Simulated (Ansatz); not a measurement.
# CH₆Cl₂InN: basis-set convergence

Aim: see how fast density functionals converge with the basis set for CH₆Cl₂InN.

Computed with Ansatz 0.2.0, Gaussian basis. Level: one geometry, several basis sets.

Plan: PBE0-D4/def2-SVP; ωB97M-V/def2-SVP; PBE0-D4/def2-QZVPP; ωB97M-V/def2-QZVPP; the functionals' def2-TZVPP values are taken from earlier runs.

### Step 1. Structure used throughout

The geometry comes from an earlier relaxation with PBE0-D4 in a triple-zeta def2 set; it is a stationary point, not always the lowest conformer. In takes the def2 core potential; no spin-orbit term is included.

SMILES `[CH3][In-]([NH3+])([Cl])[Cl]`, 11 atoms, charge 0, spin multiplicity 1.

Atoms are counted from 1 here; the program's logs count them from 0.

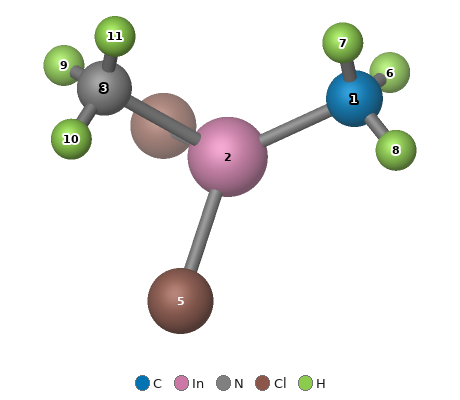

The geometry (carbon blue, indium pink, nitrogen grey, chlorine brown, hydrogen green); atoms are numbered from 1 in the order of the file.

### Step 2. PBE0-D4 in def2-SVP

The input, in.yaml:

```yaml
crystal:
  periodic: [false, false, false]
  atoms:
    - {symbol: C, position_ang: [-1.835944, 0.238906, 0.763188]}
    - {symbol: In, position_ang: [-0.139014, 0.647303, -0.465977]}
    - {symbol: N, position_ang: [1.593330, -0.862955, -0.113881]}
    - {symbol: Cl, position_ang: [-0.140045, 0.138635, -2.777496]}
    - {symbol: Cl, position_ang: [1.315044, 2.455746, -0.000202]}
    - {symbol: H, position_ang: [-2.707669, 0.067700, 0.132821]}
    - {symbol: H, position_ang: [-1.653935, -0.650111, 1.368151]}
    - {symbol: H, position_ang: [-2.020367, 1.086741, 1.421759]}
    - {symbol: H, position_ang: [1.780980, -1.273073, -1.023845]}
    - {symbol: H, position_ang: [2.393688, -0.297660, 0.153098]}
    - {symbol: H, position_ang: [1.479333, -1.608232, 0.562984]}
basis:
  gaussian: {orbitals: def2-SVP}
hamiltonian: {xc: pbe0, dispersion: d4}
output: {orbitals: {seedname: orbitals}}
```

Launch:

```console
$ ansatz run in.yaml --threads 4 --pin off --events-out ev --progress --plain --max-ram 11315MiB
```

The program printed:

```text
Functional definition: PBE0
  name "PBE0"
  cite "Adamo & Barone, J. Chem. Phys. 110, 6158 (1999) doi:10.1063/1.478522"
  cite "Perdew, Burke & Ernzerhof, Phys. Rev. Lett. 77, 3865 (1996) doi:10.1103/PhysRevLett.77.3865"
  parent pbe
  parameter a = 0.25
  parameter kappa = 0.804
  parameter beta = 0.06672455060314922
  exchange = (1 - a)*pbe_x(kappa = kappa, mu = beta*pi^2/3) + a*exact_x
  correlation = pbe_c(beta = beta)
1261 factors; integrals over basis functions are off by at most 1.2e-3 eV
mean field evaluation 1: about -32818.1853 eV, gradient 6.1e1 eV
mean field evaluation 2: about -32813.7290 eV, gradient 7.2e1 eV
mean field evaluation 4: about -32826.6226 eV, gradient 2.1e0 eV
mean field evaluation 8: about -32826.8119 eV, gradient 2.4e-1 eV
mean field evaluation 16: about -32826.8121 eV, gradient 3.3e-5 eV
mean field -32826.81206878 eV, -1206.3630927154 hartree, gradient 3.3e-5 eV, S^2 0.000000; 0 other end points of the search recorded, 0 dependent functions left out
reference -32826.81210669 eV, -1206.3630941084 hartree; 37, 37 occupied and 83, 83 virtual orbitals, 1261 factors
Total energy: -32827.04219930 eV, -1206.3715498558 hartree
```

It took 1.4 s on 4 threads of Arm Neoverse V2, shared host; peak memory 0.29 GiB.

### Step 3. ωB97M-V in def2-SVP

in.yaml: that of step 2 with these lines changed.

```diff
@@ -16,3 +16,3 @@
   gaussian: {orbitals: def2-SVP}
-hamiltonian: {xc: pbe0, dispersion: d4}
+hamiltonian: {xc: {name: wB97M-V}}
 output: {orbitals: {seedname: orbitals}}
```

The command is unchanged.

The program printed, cut to the lines that bear on the results:

```text
Functional definition: wB97M-V
  name "wB97M-V"
  cite "Mardirossian & Head-Gordon, J. Chem. Phys. 144, 214110 (2016) doi:10.1063/1.4952647"
  cite "Becke, J. Chem. Phys. 107, 8554 (1997) doi:10.1063/1.475007"
  cite "Vydrov & Van Voorhis, J. Chem. Phys. 133, 244103 (2010) doi:10.1063/1.3521275"
  # Of w^i u^j: cxij and so on, Table III.
[...]
  gx(w, u) = 1 - cx + cx01*u + cx10*w
  gss(w, u) = css00 + css04*u^4 + css10*w + css20*w^2 + css43*w^4*u^3
  gos(w, u) = cos00 + cos10*w + (cos20 + cos21*u)*w^2 + (cos60 + cos61*u)*w^6
[...]
      + integral(e_c_pw_mod_opposite_spin*gos(b97_w_opposite, b97_u_opposite)) + vv10(b, c)
1261 factors; integrals over basis functions are off by at most 1.2e-3 eV
327 factors; integrals over basis functions are off by at most 7.9e-6 eV
[...]
mean field -32834.09707221 eV, -1206.6308116534 hartree, gradient 6.0e-5 eV, S^2 0.000000; 0 other end points of the search recorded, 0 dependent functions left out
reference -32834.09713271 eV, -1206.6308138766 hartree; 37, 37 occupied and 83, 83 virtual orbitals, 1261 factors
Total energy: -32834.09713271 eV, -1206.6308138766 hartree
```

It took 6 s on 4 threads of Arm Neoverse V2, shared host; peak memory 0.44 GiB.

### Step 4. PBE0-D4 in def2-QZVPP

in.yaml: that of step 3 with these lines changed.

```diff
@@ -15,4 +15,4 @@
 basis:
-  gaussian: {orbitals: def2-SVP}
-hamiltonian: {xc: {name: wB97M-V}}
+  gaussian: {orbitals: "def2-QZVPP.json"}
+hamiltonian: {xc: pbe0, dispersion: d4}
 output: {orbitals: {seedname: orbitals}}
```

Same command.

The program printed:

```text
Functional definition: PBE0
  name "PBE0"
  cite "Adamo & Barone, J. Chem. Phys. 110, 6158 (1999) doi:10.1063/1.478522"
  cite "Perdew, Burke & Ernzerhof, Phys. Rev. Lett. 77, 3865 (1996) doi:10.1103/PhysRevLett.77.3865"
  parent pbe
  parameter a = 0.25
  parameter kappa = 0.804
  parameter beta = 0.06672455060314922
  exchange = (1 - a)*pbe_x(kappa = kappa, mu = beta*pi^2/3) + a*exact_x
  correlation = pbe_c(beta = beta)
1958 factors; their error is unknown
mean field evaluation 1: about -32827.4963 eV, gradient 7.7e1 eV
mean field evaluation 2: about -32819.5109 eV, gradient 9.2e1 eV
mean field evaluation 4: about -32839.5732 eV, gradient 4.3e0 eV
mean field evaluation 8: about -32839.6061 eV, gradient 6.1e-2 eV
mean field evaluation 16: about -32839.6765 eV, gradient 1.4e-4 eV
mean field -32839.67651786 eV, -1206.8358524992 hartree, gradient 2.9e-5 eV, S^2 0.000000; 0 other end points of the search recorded, 0 dependent functions left out
reference -32839.67656288 eV, -1206.8358541538 hartree; 37, 37 occupied and 479, 479 virtual orbitals, 1958 factors
Total energy: -32839.90665549 eV, -1206.8443099011 hartree
```

It took 11 s on 4 threads of Arm Neoverse V2, shared host; peak memory 2.4 GiB.

### Step 5. ωB97M-V in def2-QZVPP

in.yaml: that of step 4 with these lines changed.

```diff
@@ -16,3 +16,3 @@
   gaussian: {orbitals: "def2-QZVPP.json"}
-hamiltonian: {xc: pbe0, dispersion: d4}
+hamiltonian: {xc: {name: wB97M-V}}
 output: {orbitals: {seedname: orbitals}}
```

Launched as before.

The program printed, cut to the lines that bear on the results:

```text
Functional definition: wB97M-V
  name "wB97M-V"
  cite "Mardirossian & Head-Gordon, J. Chem. Phys. 144, 214110 (2016) doi:10.1063/1.4952647"
  cite "Becke, J. Chem. Phys. 107, 8554 (1997) doi:10.1063/1.475007"
  cite "Vydrov & Van Voorhis, J. Chem. Phys. 133, 244103 (2010) doi:10.1063/1.3521275"
  # Of w^i u^j: cxij and so on, Table III.
[...]
  gx(w, u) = 1 - cx + cx01*u + cx10*w
  gss(w, u) = css00 + css04*u^4 + css10*w + css20*w^2 + css43*w^4*u^3
  gos(w, u) = cos00 + cos10*w + (cos20 + cos21*u)*w^2 + (cos60 + cos61*u)*w^6
[...]
      + integral(e_c_pw_mod_opposite_spin*gos(b97_w_opposite, b97_u_opposite)) + vv10(b, c)
1886 factors; their error is unknown
412 factors; integrals over basis functions are off by at most 2.4e-5 eV
[...]
mean field -32846.99642760 eV, -1207.1048542205 hartree, gradient 1.8e-5 eV, S^2 0.000000; 0 other end points of the search recorded, 0 dependent functions left out
reference -32846.99650132 eV, -1207.1048569297 hartree; 37, 37 occupied and 479, 479 virtual orbitals, 1886 factors
Total energy: -32846.99650132 eV, -1207.1048569297 hartree
```

Run time: 23 s. Hardware: 4 threads of Arm Neoverse V2, shared host; peak memory 2.8 GiB.

### Step 6. Functionals by basis

The def2-TZVPP values come from earlier runs at the same geometry.

```csv
functional,basis,functions,energy (eV),from the largest (eV),HOMO (eV),LUMO (eV)
PBE0-D4,def2-SVP,120,-32827.0422,12.864,-7.69,-0.27
PBE0-D4,def2-TZVPP,280,-32838.9720,0.935,-7.87,-0.68
PBE0-D4,def2-QZVPP,516,-32839.9067,0.000,-7.90,-0.89
ωB97M-V,def2-SVP,120,-32834.0971,12.899,-9.83,1.56
ωB97M-V,def2-TZVPP,280,-32846.0984,0.898,-10.05,0.82
ωB97M-V,def2-QZVPP,516,-32846.9965,0.000,-10.09,0.37
```

### Step 7. Summary of results

```
                                       quantity           value
PBE0-D4: double and triple zeta above quadruple  12.86, 0.93 eV
ωB97M-V: double and triple zeta above quadruple  12.90, 0.90 eV
```

PBE0-D4 gains 11.93 eV from double to triple zeta, then 0.93 eV more. These are total energies; as a rule much of such shifts cancels in differences, which this series doesn't test. The LUMO of ωB97M-V is positive and keeps falling with the basis (1.56 to 0.37 eV): an unbound level that the basis holds in place.

For PBE0-D4 the largest set took about 7 times as long as the smallest (11 s against 1.4 s).
